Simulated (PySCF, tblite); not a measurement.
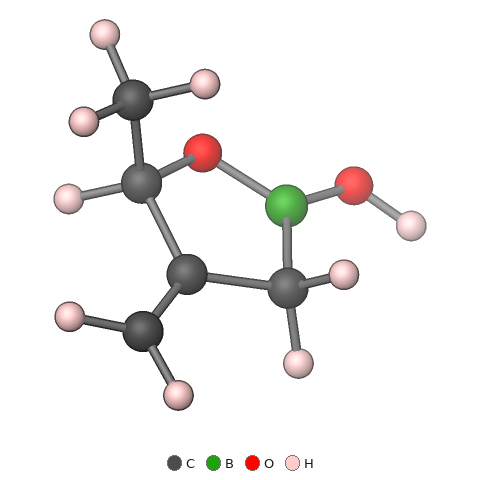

Geometry used (C₅H₉BO₂, SMILES C=C1CB(O)O[C@@H]1C).

Vertical TDDFT excitations, CAM-B3LYP/def2-SVPD in PySCF, at a GFN2-xTB geometry (a minimum by its frequencies), gas phase.

Question: Where does it absorb, and how strongly?

Answer: The lowest singlet lies at 6.67 eV (186 nm, f = 0.200); the brightest of the first 8 is S1 at 6.67 eV (186 nm), f = 0.200, mainly HOMO → LUMO+1 (84 %). No singlet lies below 3.1 eV (beyond 400 nm), so at this level no vertical transition falls in the visible.


```tsv
state	E (eV)	λ (nm)	f	main character
S1	6.67	186	0.200	HOMO → LUMO+1 (84 %)
S2	6.79	183	0.044	HOMO → LUMO (57 %)
S3	7.34	169	0.006	HOMO−1 → LUMO+1 (35 %)
S4	7.38	168	0.016	HOMO−1 → LUMO+1 (38 %)
S5	7.83	158	0.031	HOMO−1 → LUMO (72 %)
S6	7.87	157	0.022	HOMO → LUMO+4 (33 %)
S7	7.98	155	0.004	HOMO−2 → LUMO (50 %)
S8	8.02	155	0.005	HOMO−3 → LUMO+1 (46 %)
```

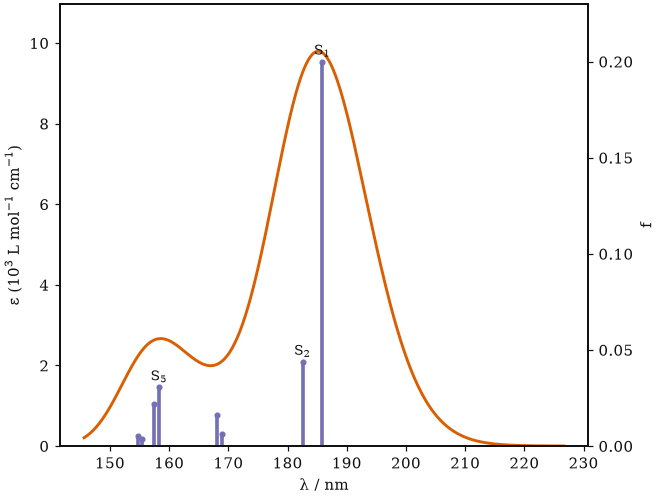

The lowest 8 singlet states are shown; each is broadened by a Gaussian of 1/e half-width 0.40 eV. Sticks give oscillator strengths (right axis).

Known limits of this run: the tight-binding geometry is rougher than a DFT one and adds to the error; one conformer of a flexible molecule; core orbitals are frozen in the response.
